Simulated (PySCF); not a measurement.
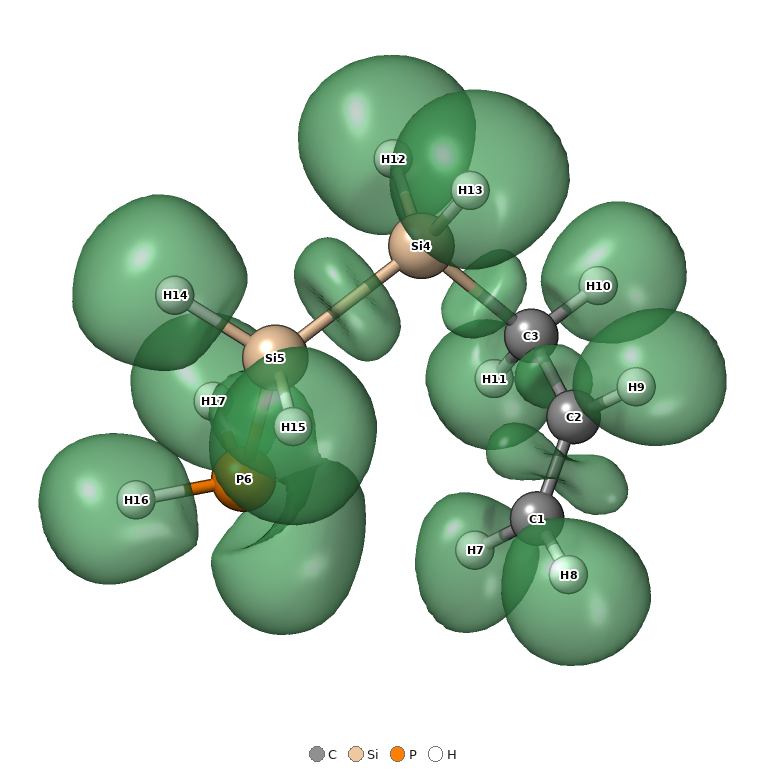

*C3H11PSi2 (SMILES C=CC[SiH2][SiH2]P). Isosurface of the ELF at 0.8 (green), seen at a tilt. Only the valence region is drawn (cores and ρ < 0.01 e/Å³ removed).*

Geometry: GFN2-xTB.

The calculation used PBE0/pcSseg-1, SCF density, gas phase, non-relativistic (PySCF 2.14.0).

```csv
atom,x (Å),y (Å),z (Å)
C,1.7827,-1.0466,0.9491
C,2.0061,0.0024,0.1768
C,1.2686,0.2864,-1.0830
Si,-0.1777,1.4946,-0.7350
Si,-1.6641,0.4372,0.7037
P,-1.9066,-1.7090,0.0811
H,1.0544,-1.7965,0.6805
H,2.3201,-1.2089,1.8677
H,2.7405,0.7447,0.4641
H,1.9446,0.7052,-1.8283
H,0.8540,-0.6396,-1.4868
H,-0.7580,1.8715,-2.0340
H,0.3707,2.7282,-0.1591
H,-2.9802,1.0966,0.7395
H,-1.2350,0.3515,2.1048
H,-3.1339,-1.8909,0.6861
H,-2.4932,-1.4148,-1.1372
```

### Identify the bonds, lone pairs and shells in this picture.

At this value the surface marks out two regions between bonded C–C atoms (shared pairs), one region between bonded C–Si atoms (shared pairs), one region between bonded Si–Si atoms (shared pairs), eleven regions around hydrogen nuclei and one region on P in which the atom's valence shell and bonds are merged.

Values along the shortest contacts:
C–C (1.32 Å): the ELF peaks at about 0.90 between the atoms; a short, multiple covalent bond. C–Si (1.92 Å): the ELF peaks at about 0.95 between the atoms: localised, covalent bonding.
